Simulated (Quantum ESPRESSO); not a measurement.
# Cs (Im-3m): from the cell to the phonon bands

How does Cs (Im-3m) vibrate, and is this structure a minimum?

Program: Quantum ESPRESSO 7.5. Level of theory: DFT PBE, scalar-relativistic, plane waves, PseudoDojo norm-conserving pseudopotentials. Results are calculated unless marked as measured.

**1. Set-up**

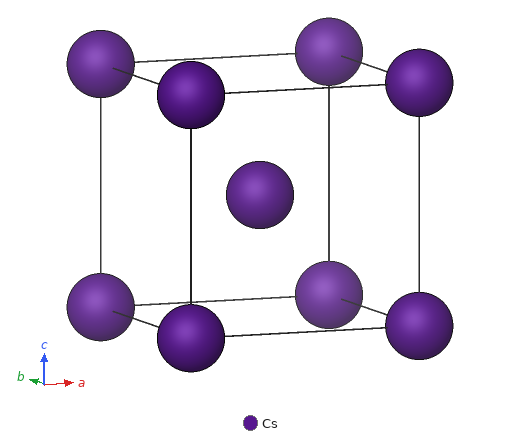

Start, viewed slightly off an axis; caesium purple. This picture shows the conventional cell, with its axes. Some periodic images of atoms are drawn too.

As a file:

```
CELL_PARAMETERS angstrom
3.03350 3.03350 3.03350
-3.03350 3.03350 3.03350
-3.03350 -3.03350 3.03350
ATOMIC_POSITIONS crystal
Cs 0.00000 0.00000 0.00000
```

**2. A first look**

A cheap run with smearing and empty bands tells whether the crystal has a gap, which decides between fixed occupations and smearing later on.

probe.in

```
&control
   calculation = 'scf'
   prefix = 'x'
   outdir = './tmp'
   pseudo_dir = './pseudo'
   tprnfor = .true.
   tstress = .true.
   verbosity = 'high'
/
&system
   ibrav = 3
   celldm(1) = 11.4649684
   nat = 1
   ntyp = 1
   ecutwfc = 55.0
   occupations = 'smearing'
   smearing = 'gaussian'
   degauss = 0.01
/
&electrons
   conv_thr = 1.0d-07
   mixing_beta = 0.7
   electron_maxstep = 100
/
ATOMIC_SPECIES
 Cs    132.9055  Cs.upf
ATOMIC_POSITIONS crystal
 Cs     0.000000000   0.000000000   0.000000000
K_POINTS automatic
 4 4 4 0 0 0
```

On the command line:

```sh
$ OMP_NUM_THREADS=1 mpirun -n 4 pw.x -nk 4 -in probe.in > probe.out
```

Output:

```text
[banners, grids, parts of the stress and lines that vanish by symmetry left out]
Program PWSCF v.7.5
     bravais-lattice index     =            3
     lattice parameter (alat)  =      11.4650  a.u.
[...]
kinetic-energy cutoff     =      55.0000  Ry
     charge density cutoff     =     220.0000  Ry
     scf convergence threshold =      1.0E-07
[...]
Exchange-correlation= PBE
                           (   1   4   3   4   0   0   0)
[...]
48 Sym. Ops., with inversion, found
[...]
(     0          1          0      )
                  (     0          0          1      )
[...]
(  0.0000000  1.0000000  0.0000000 )
                  (  0.0000000  0.0000000  1.0000000 )
[...]
(     1         -1          1      )
                  (     1          0          0      )
[...]
(  1.0000000  0.0000000  0.0000000 )
                  (  0.0000000 -1.0000000  0.0000000 )
[...]
(     1          0          0      )
                  (     0          0         -1      )
[...]
( -1.0000000  0.0000000  0.0000000 )
                  (  0.0000000  1.0000000  0.0000000 )
[...]
number of k points=     8  Gaussian smearing, width (Ry)=  0.0100
[...]
End of self-consistent calculation
[...]
the Fermi energy is     2.3875 ev
!    total energy              =     -46.75055335 Ry
[...]
convergence has been achieved in   4 iterations
[...]
atom    1 type  1   force =     0.00000000    0.00000000    0.00000000
[...]
Total force =     0.000000     Total SCF correction =     0.000000
[...]
total   stress  (Ry/bohr**3)                   (kbar)     P=        1.04
[...]
XML data file, charge density, pseudopotentials, collected wavefunctions

   JOB DONE.
```

Elapsed: 2.3 s, on 4 MPI ranks of Arm Neoverse V1, shared host; 9.1 s of CPU time.

Numbers from this step:

| Item | Value |
| --- | --- |
| volume per atom | 111.7 Å³ |
| pressure | 0.1040 GPa |
| gap on the k-mesh | 0 eV |

No gap opens on this mesh, so smearing is kept; the start stands at 0.10 GPa.

**3. Relaxing the cell and atoms**

The relaxation runs at a cutoff a fifth above that of the response, since stress converges more slowly with the basis than frequencies do. Forces and stress are brought to rest with tight thresholds.

relax.in

```
&control
   calculation = 'vc-relax'
   prefix = 'x'
   outdir = './tmp'
   pseudo_dir = './pseudo'
   tprnfor = .true.
   tstress = .true.
   forc_conv_thr = 2.0d-05
   etot_conv_thr = 1.0d-07
   nstep = 40
/
&system
   ibrav = 3
   celldm(1) = 11.4649684
   nat = 1
   ntyp = 1
   ecutwfc = 66
   occupations = 'smearing'
   smearing = 'mv'
   degauss = 0.02
/
&electrons
   conv_thr = 1.0d-11
   mixing_beta = 0.7
   electron_maxstep = 100
/
&ions
/
&cell
   press_conv_thr = 0.2
/
ATOMIC_SPECIES
 Cs    132.9055  Cs.upf
ATOMIC_POSITIONS crystal
 Cs     0.000000000   0.000000000   0.000000000
K_POINTS automatic
 8 8 8 0 0 0
```

On the command line:

```sh
$ OMP_NUM_THREADS=1 mpirun -n 4 pw.x -nk 4 -in relax.in > relax.out
```

Output:

```text
[banners, grids, parts of the stress and lines that vanish by symmetry left out]
[banner, memory and clock lines left out]
Program PWSCF v.7.5

[...]
kinetic-energy cutoff     =      66.0000  Ry
     charge density cutoff     =     264.0000  Ry
     scf convergence threshold =      1.0E-11
[...]
energy convergence thresh.=      1.0E-07
     force convergence thresh. =      2.0E-05
     press convergence thresh. =      2.0E-01
     Exchange-correlation= PBE
                           (   1   4   3   4   0   0   0)
[...]
48 Sym. Ops., with inversion, found
[...]
number of k points=    29  Marzari-Vanderbilt smearing, width (Ry)=  0.0200
[...]
c_bands:  1 eigenvalues not converged
[...]
End of self-consistent calculation
[...]
the Fermi energy is     2.3882 ev
!    total energy              =     -46.75315275 Ry
[...]
convergence has been achieved in   8 iterations
[...]
atom    1 type  1   force =     0.00000000    0.00000000    0.00000000
     Total force =     0.000000     Total SCF correction =     0.000000
[...]
total   stress  (Ry/bohr**3)                   (kbar)     P=        0.94
[...]
number of bfgs steps    =   0
[...]
CELL_PARAMETERS (alat= 11.46496840)
[...]
ATOMIC_POSITIONS (crystal)
Cs               0.0000000000        0.0000000000        0.0000000000
[...]
New effective cutoffs (rho, wfc):  263.62   65.97
[...]
End of self-consistent calculation
[...]
the Fermi energy is     2.3861 ev
!    total energy              =     -46.75315502 Ry
[...]
convergence has been achieved in   2 iterations
[...]
atom    1 type  1   force =     0.00000000    0.00000000    0.00000000
     Total force =     0.000000     Total SCF correction =     0.000000
[...]
total   stress  (Ry/bohr**3)                   (kbar)     P=        0.92
[...]
number of bfgs steps    =   1
[...]
WARNING: bfgs curvature condition failed, Theta= 0.809
[...]
CELL_PARAMETERS (alat= 11.46496840)
[...]
ATOMIC_POSITIONS (crystal)
Cs               0.0000000000        0.0000000000        0.0000000000
[...]
New effective cutoffs (rho, wfc):  263.52   65.95
[...]
End of self-consistent calculation
[...]
the Fermi energy is     2.3838 ev
!    total energy              =     -46.75315749 Ry
[...]
convergence has been achieved in   4 iterations
[...]
atom    1 type  1   force =     0.00000000    0.00000000    0.00000000
     Total force =     0.000000     Total SCF correction =     0.000000
[...]
total   stress  (Ry/bohr**3)                   (kbar)     P=        0.91
[...]
number of bfgs steps    =   2
[...]
CELL_PARAMETERS (alat= 11.46496840)
[...]
ATOMIC_POSITIONS (crystal)
Cs               0.0000000000        0.0000000000        0.0000000000
[...]
New effective cutoffs (rho, wfc):  263.38   65.91
[...]
End of self-consistent calculation
[...]
the Fermi energy is     2.3803 ev
!    total energy              =     -46.75316113 Ry
[...]
convergence has been achieved in   4 iterations
[...]
atom    1 type  1   force =     0.00000000    0.00000000    0.00000000
[...]
atom    1 type  1   force =     0.00000000    0.00000000    0.00000000
     Total force =     0.000000     Total SCF correction =     0.000000
[...]
total   stress  (Ry/bohr**3)                   (kbar)     P=        0.55
[...]
number of bfgs steps    =   8
[...]
the Fermi energy is     2.2732 ev
!    total energy              =     -46.75324018 Ry
[...]
convergence has been achieved in   5 iterations
[...]
atom    1 type  1   force =     0.00000000    0.00000000    0.00000000
     Total force =     0.000000     Total SCF correction =     0.000000
[...]
total   stress  (Ry/bohr**3)                   (kbar)     P=        0.36
[...]
number of bfgs steps    =   9
[...]
the Fermi energy is     2.2161 ev
!    total energy              =     -46.75325604 Ry
[...]
convergence has been achieved in   6 iterations
[...]
atom    1 type  1   force =     0.00000000    0.00000000    0.00000000
     Total force =     0.000000     Total SCF correction =     0.000000
[...]
total   stress  (Ry/bohr**3)                   (kbar)     P=        0.09
[...]
number of bfgs steps    =  10
[...]
New effective cutoffs (rho, wfc):  256.08   64.08
[...]
the Fermi energy is     2.1968 ev
!    total energy              =     -46.75325716 Ry
[...]
convergence has been achieved in   6 iterations
[...]
atom    1 type  1   force =     0.00000000    0.00000000    0.00000000
     Total force =     0.000000     Total SCF correction =     0.000000
[...]
total   stress  (Ry/bohr**3)                   (kbar)     P=        0.00
[...]
number of bfgs steps    =  11
[...]
CELL_PARAMETERS (alat= 11.46496840)
[...]
ATOMIC_POSITIONS (crystal)
Cs               0.0000000000        0.0000000000        0.0000000000
[...]
New effective cutoffs (rho, wfc):  256.06   64.08
[...]
End of self-consistent calculation
[...]
the Fermi energy is     2.1964 ev
!    total energy              =     -46.75325716 Ry
[...]
convergence has been achieved in   3 iterations
[...]
atom    1 type  1   force =     0.00000000    0.00000000    0.00000000
     Total force =     0.000000     Total SCF correction =     0.000000
[...]
total   stress  (Ry/bohr**3)                   (kbar)     P=       -0.00
[...]
bfgs converged in  13 scf cycles and  12 bfgs steps
[...]
End of BFGS Geometry Optimization
     Final enthalpy           =     -46.7532571602 Ry
     File ./tmp/x.bfgs deleted, as requested
[...]
CELL_PARAMETERS (alat= 11.46496840)
[...]
ATOMIC_POSITIONS (crystal)
Cs               0.0000000000        0.0000000000        0.0000000000
[...]
Final scf calculation at the relaxed structure.
[...]
kinetic-energy cutoff     =      66.0000  Ry
     charge density cutoff     =     264.0000  Ry
     scf convergence threshold =      1.0E-13
[...]
press convergence thresh. =      2.0E-01
     Exchange-correlation= PBE
                           (   1   4   3   4   0   0   0)
[...]
48 Sym. Ops., with inversion, found
[...]
number of k points=    29  Marzari-Vanderbilt smearing, width (Ry)=  0.0200
[...]
c_bands:  3 eigenvalues not converged
     c_bands:  4 eigenvalues not converged
     c_bands:  2 eigenvalues not converged
[...]
c_bands:  2 eigenvalues not converged
     c_bands:  2 eigenvalues not converged
[...]
End of self-consistent calculation
[...]
the Fermi energy is     2.1964 ev
!    total energy              =     -46.75325853 Ry
[...]
convergence has been achieved in  10 iterations
[...]
atom    1 type  1   force =     0.00000000    0.00000000    0.00000000
     Total force =     0.000000     Total SCF correction =     0.000000
[...]
total   stress  (Ry/bohr**3)                   (kbar)     P=       -0.00
[...]
XML data file, charge density, pseudopotentials, collected wavefunctions
```

The job ended after 1.8 min (4 MPI ranks; 7.3 min of CPU time).

The steps of the relaxation:

| step | energy less that of the first step (eV) | largest force (eV/Å) | pressure (GPa) | volume (Å³) |
| --- | --- | --- | --- | --- |
| 1 | 0.0000 | 0.0000 | 0.09 | 111.66 |
| 2 | 0.0000 | 0.0000 | 0.09 | 111.71 |
| 3 | -0.0001 | 0.0000 | 0.09 | 111.77 |
| 4 | -0.0001 | 0.0000 | 0.09 | 111.86 |
| 5 | -0.0002 | 0.0000 | 0.09 | 111.99 |
| 6 | -0.0003 | 0.0000 | 0.08 | 112.19 |
| 7 | -0.0004 | 0.0000 | 0.08 | 112.49 |
| 8 | -0.0006 | 0.0000 | 0.07 | 112.93 |
| 9 | -0.0009 | 0.0000 | 0.06 | 113.61 |
| 10 | -0.0012 | 0.0000 | 0.04 | 114.62 |
| 11 | -0.0014 | 0.0000 | 0.01 | 116.16 |
| 12 | -0.0014 | 0.0000 | 0.00 | 116.68 |
| 13 | -0.0014 | 0.0000 | 0.00 | 116.69 |
| 14 | -0.0014 | 0.0000 | 0.00 | 116.69 |

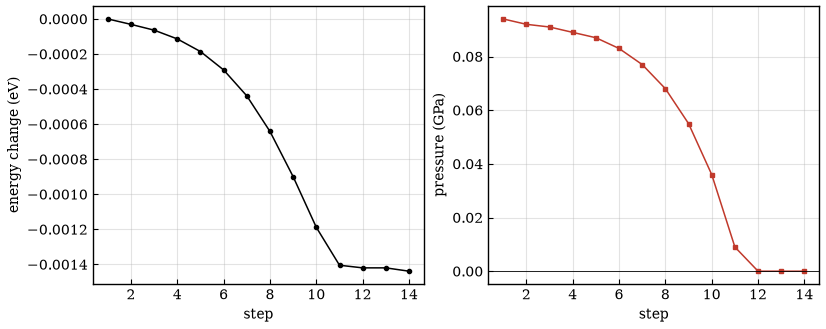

Energy and pressure along the relaxation.

| conventional cell, symmetrised | before | after | change |
| --- | --- | --- | --- |
| a (Å) | 6.067 | 6.157 | +1.5 % |
| b (Å) | 6.067 | 6.157 | +1.5 % |
| c (Å) | 6.067 | 6.157 | +1.5 % |
| volume (Å³/atom) | 111.66 | 116.69 | +4.5 % |

Final coordinates:

```
CELL_PARAMETERS angstrom
3.07842 3.07842 3.07842
-3.07842 3.07842 3.07842
-3.07842 -3.07842 3.07842
ATOMIC_POSITIONS crystal
Cs 0.00000 0.00000 0.00000
```

The last row of the table of steps is pw.x's closing run on a basis chosen anew for the final cell, so its energy can jump.

This step gave:

* volume per atom: 116.7 Å³
* pressure: 0 GPa

The volume changes by +4.5 % from the cell with which this run began.

**4. Self-consistent run for the response**

Perturbation theory inherits every error of the wavefunctions, so the threshold is set near the limit of the arithmetic. Smearing stays on, as the first look found no gap above 0.3 eV.

scf.in

```
&control
   calculation = 'scf'
   prefix = 'x'
   outdir = './tmp'
   pseudo_dir = './pseudo'
   tprnfor = .true.
   tstress = .true.
/
&system
   ibrav = 3
   celldm(1) = 11.63473587
   nat = 1
   ntyp = 1
   ecutwfc = 55.0
   occupations = 'smearing'
   smearing = 'mv'
   degauss = 0.02
/
&electrons
   conv_thr = 1.0d-12
   mixing_beta = 0.7
   electron_maxstep = 100
/
ATOMIC_SPECIES
 Cs    132.9055  Cs.upf
ATOMIC_POSITIONS crystal
 Cs     0.000000000   0.000000000   0.000000000
K_POINTS automatic
 8 8 8 0 0 0
```

On the command line:

```sh
$ OMP_NUM_THREADS=1 mpirun -n 4 pw.x -nk 4 -in scf.in > scf.out
```

Output:

```text
[banners, grids, parts of the stress and lines that vanish by symmetry left out]
[banner, memory and clock lines left out]
Program PWSCF v.7.5

[...]
kinetic-energy cutoff     =      55.0000  Ry
     charge density cutoff     =     220.0000  Ry
     scf convergence threshold =      1.0E-12
[...]
Exchange-correlation= PBE
                           (   1   4   3   4   0   0   0)
[...]
48 Sym. Ops., with inversion, found
[...]
number of k points=    29  Marzari-Vanderbilt smearing, width (Ry)=  0.0200
[...]
c_bands:  1 eigenvalues not converged
[...]
c_bands:  1 eigenvalues not converged
[...]
End of self-consistent calculation
[...]
the Fermi energy is     2.1964 ev
!    total energy              =     -46.75325474 Ry
[...]
convergence has been achieved in   9 iterations
[...]
atom    1 type  1   force =     0.00000000    0.00000000    0.00000000
     Total force =     0.000000     Total SCF correction =     0.000000
[...]
total   stress  (Ry/bohr**3)                   (kbar)     P=        0.00
[...]
XML data file, charge density, pseudopotentials, collected wavefunctions
```

Elapsed: 9.3 s, on 4 MPI ranks.

The cell stands at 0 GPa, close enough for phonons.

(Part 1 of 3 ends here.)

[Host names and launcher messages were left out of these logs when they were recorded.]

[Logs are printed without paths, hosts, clocks, repeated set-up lines and the standing remarks that a program may print on its own settings, such as how far it seeks lower states.]

[Hosts, paths, dates, database ids (printed as entryN), source tags and the programs' standing remarks are cut or masked in the printed files.]
